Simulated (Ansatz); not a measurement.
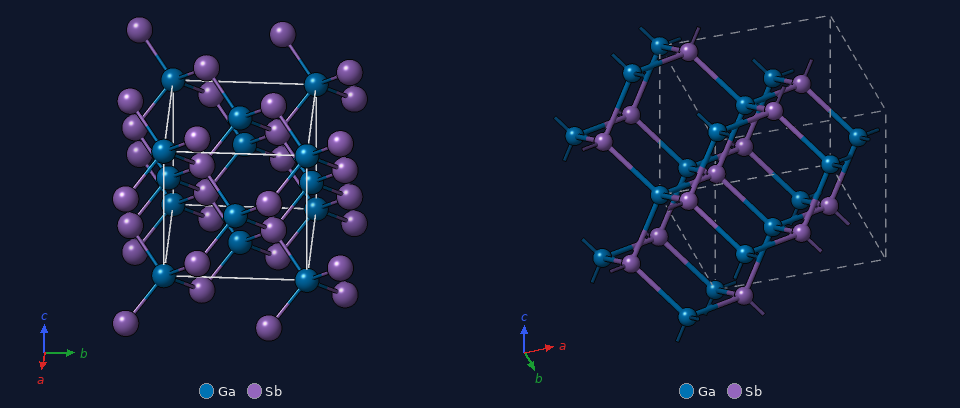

Left: the structure. Right: its underlying net. Nodes are coloured by element. Edges to nodes outside the piece are drawn as stubs.

GaSb (space group F-43m, No. 216). Coordinates: a calculation's input that goes back to an entry of the Crystallography Open Database (an earlier step may have relaxed or displaced it).

Bonds are taken as Ga–Sb below 3 Å; no other contact counts. Atoms with one bond or none are removed and atoms with two bonds are replaced by edges, until no such atom is left.

The result is a uninodal 4-connected, three-periodic net: Ga and Sb are 4-connected nodes. It is the dia net, known from diamond, zinc blende and cristobalite. It is a single net, without interpenetration.

```csv
node,links,point symbol,coordination sequence
Ga and Sb,4,6⁶,4 12 24 42 64 92 124 162 204 252
```
